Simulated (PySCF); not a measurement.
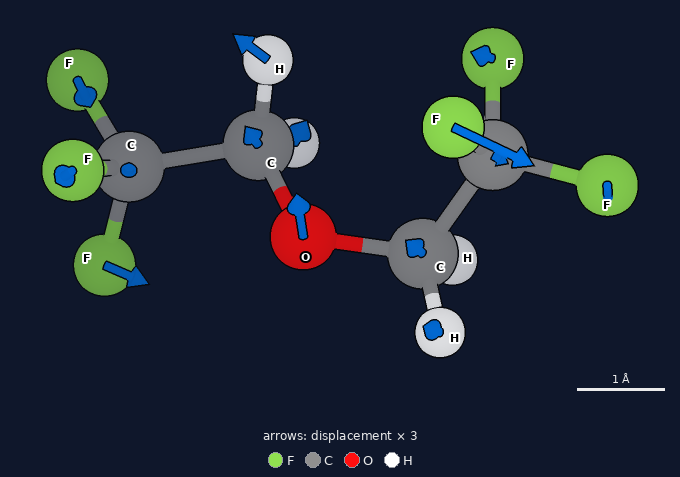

A relaxation of CF3CH2OCH2CF3. The starting structure is drawn; blue arrows show the displacements, 3 times their true length. The two geometries are superimposed by the best rigid fit.

A ball-and-stick model, seen at a tilt.

The start comes from GFN2-xTB. Its atoms were then displaced at random by about 0.01 Å.

These are results of PySCF 2.14.0, density-fitted response routines, PBE0-D3(BJ)/def2-SVP geometry optimisation, gas phase, not measurements. 

**Atoms of which element are displaced furthest, and by how much?**

Fluorine: up to 0.36 Å, against 0.24 Å for oxygen.

**Describe the change and its energy.**

The largest move after the best rigid fit is that of an F atom, 0.36 Å. Largest moves by element: F 0.36 Å, O 0.24 Å, H 0.18 Å, C 0.12 Å. Among the contacts that change: C–F 1.375 → 1.334 Å, C–H 1.069 → 1.100 Å, C–C 1.541 → 1.518 Å, C–F 1.350 → 1.329 Å. Bond angles that change, for instance: F–C–F 105.2° → 108.1°, H–C–H 110.4° → 108.3°, F–C–C 113.4° → 111.3°. The energy falls by 3.61 kcal/mol in 11 geometry steps.
